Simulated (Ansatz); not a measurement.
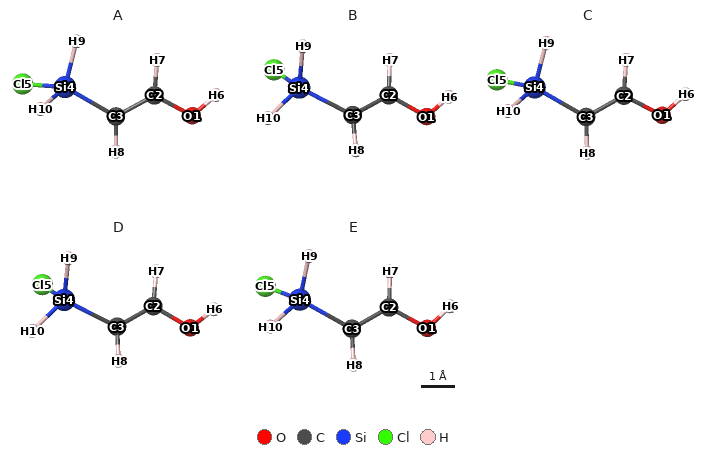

5 geometries from one relaxation of C2H5ClOSi, in shuffled order. A ball-and-stick model, seen at a tilt.

The run prepares an end point of a later path (hydrogen shift) calculation, from a guessed geometry.

Computed with RKS CAM-B3LYP-D4/def2-SVP in Ansatz. Set-up: no spin polarisation; force threshold 0.02 eV/Å; at most 50 steps.

**Order the frames from highest to lowest energy.**

D, B, E, C, A. They are steps 0, 3, 7, 9, 15, at +8.60 kcal/mol, +1.43 kcal/mol, +1.07 kcal/mol, +0.41 kcal/mol relative to the last. The largest moves after the best rigid fit, 0.71 Å, are those of Cl5 and H8. Largest moves by element: Cl 0.71 Å, H 0.71 Å, C 0.21 Å, Si 0.17 Å, O 0.08 Å. Among the contacts that change: O1–H6 1.010 → 0.963 Å, Si4–H10 1.449 → 1.484 Å, O1–C2 1.310 → 1.343 Å, Si4–Cl5 2.107 → 2.080 Å. Among the angles between lasting bonds that change: C3–Si4–Cl5 100.3° → 111.6°, Si4–C3–H8 113.6° → 121.5°, H9–Si4–H10 116.7° → 110.2°. Groups turn about C3–Si4 by about 45°. The energy falls by 8.60 kcal/mol in 15 geometry steps. Largest force component: 3.1 eV/Å at the start, 0.0034 eV/Å at the end. Cost: 59 s on 2 threads of Arm Neoverse V1, with other jobs on the host, peak memory 0.27 GiB.
